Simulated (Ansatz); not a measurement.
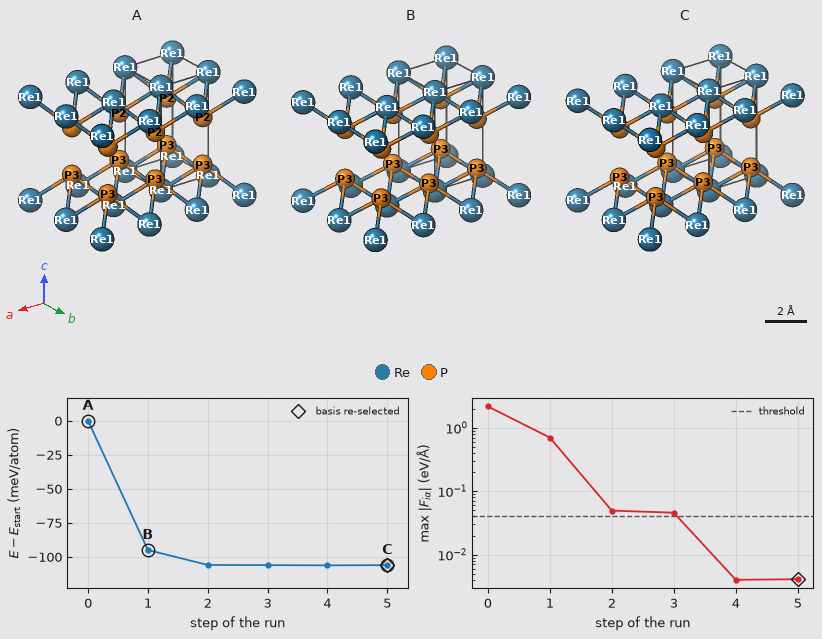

Frames of a relaxation of crystalline ReP₂ (a generated structure, set up in P4/mmm) (coarse preliminary run), marked on the history of the run. The picture is a ball-and-stick view of the cell of the calculation, repeated 3 × 2 × 1 with one cell outlined, seen from a free direction.

Computed with Ansatz, DFT PBE, scalar-relativistic, plane waves, PAW.

Input file:
```yaml
crystal:
  lattice:
    - [2.97232981, 0.0, 0.0]
    - [0.0, 2.97232981, 0.0]
    - [0.0, 0.0, 5.66294417]
  atoms:
    - { symbol: Re, position: [0.0, 0.0, 0.0] }
    - { symbol: P, position: [0.5, 0.5, 0.72860175] }
    - { symbol: P, position: [0.5, 0.5, 0.27139825] }
basis:
  ecutwfc: 420
kpoints:
  mp_grid: { grid: [6, 6, 4] }
hamiltonian:
  xc: pbe
scf:
  occupations: { method: gaussian, width: 0.1 }
  lower_state_search: "off"
output:
  forces: true
  stress: true
  eigenvalues: true
relax:
  adjacent_minimum: "off"
  f_tol: 0.04
  max_steps: 70
  cell: { stress_tol: 0.4 }
```

Run as
```bash
ansatz run input.yaml --threads 1 --pin off --max-ram 2048MiB --backend cpu --events-out ev --progress --plain --runs-dir out
```

Q: What happens along the run?

A: The largest moves relative to the cell, 0.093 Å, are those of P2 and P3. P3 goes along −c. Re stays in place. The drawn cell changes as follows: a = b 2.972 → 2.980 Å (+0.3 %), c 5.663 → 5.458 Å (−3.6 %); the volume changes by −3.1 %. Among the contacts that change: Re1–P2 2.604 → 2.523 Å, Re1–Re1 2.972 → 2.980 Å. Among the angles between lasting bonds that change: Re1–P3–Re1 107.6° → 113.2°, Re1–P3–Re1 69.6° → 72.4°. The space group stays P4/mmm (No. 123). Over 4 accepted moves (5 points after the start) the energy falls by 106 meV per atom. The largest force component goes from 2.2 to 0.0041 eV/Å. Pressure: −9.19 GPa at the start and −0.01 GPa at the end. At 1 point the geometry stayed and the basis and grid were re-selected for the new cell (energy shift of 0.2 meV per atom at most each time). Cost: 11 s on 1 thread of Arm Neoverse V1, with other jobs on the host, peak memory 0.31 GiB. From step 0 to 1: P atoms move most (0.13 Å), volume −3.3 %, energy −94.9 meV per atom. From step 1 to 5: P atoms move most (0.03 Å), volume +0.2 %, energy −11.1 meV per atom.

```json
{"step": "0", "E − E(0), meV/atom": "0.00", "largest force component, eV/Å": "2.1751", "pressure, GPa": "-9.19", "volume, Å³/atom": "16.677", "note": ""}
{"step": "1", "E − E(0), meV/atom": "-94.89", "largest force component, eV/Å": "0.7032", "pressure, GPa": "2.52", "volume, Å³/atom": "16.129", "note": ""}
{"step": "2", "E − E(0), meV/atom": "-105.81", "largest force component, eV/Å": "0.0494", "pressure, GPa": "-0.51", "volume, Å³/atom": "16.219", "note": ""}
{"step": "3", "E − E(0), meV/atom": "-105.96", "largest force component, eV/Å": "0.0459", "pressure, GPa": "0.33", "volume, Å³/atom": "16.115", "note": ""}
{"step": "4", "E − E(0), meV/atom": "-106.12", "largest force component, eV/Å": "0.0040", "pressure, GPa": "-0.01", "volume, Å³/atom": "16.157", "note": ""}
{"step": "5", "E − E(0), meV/atom": "-105.97", "largest force component, eV/Å": "0.0041", "pressure, GPa": "-0.01", "volume, Å³/atom": "16.157", "note": "same geometry, new basis"}
```
